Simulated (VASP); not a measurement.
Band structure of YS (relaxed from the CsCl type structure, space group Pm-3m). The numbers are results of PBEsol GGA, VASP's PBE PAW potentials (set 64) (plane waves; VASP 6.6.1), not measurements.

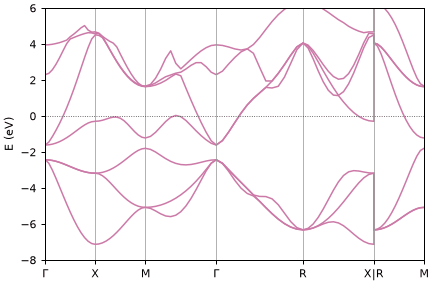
Figure. Bands along high-symmetry lines, zero at the valence-band maximum or, without a gap, the Fermi level

Read the plot: is there a gap, and where are the band edges?

It has no gap at this level: it comes out as a metal or semimetal. (Edges off the drawn lines would not show.)

The structure was generated: YS was put into the CsCl type type (Pm-3m), which need not be its known phase. It was relaxed first, which changed the volume by -33 %. The electron count is odd and the run is not spin-polarised, which forces a metal.
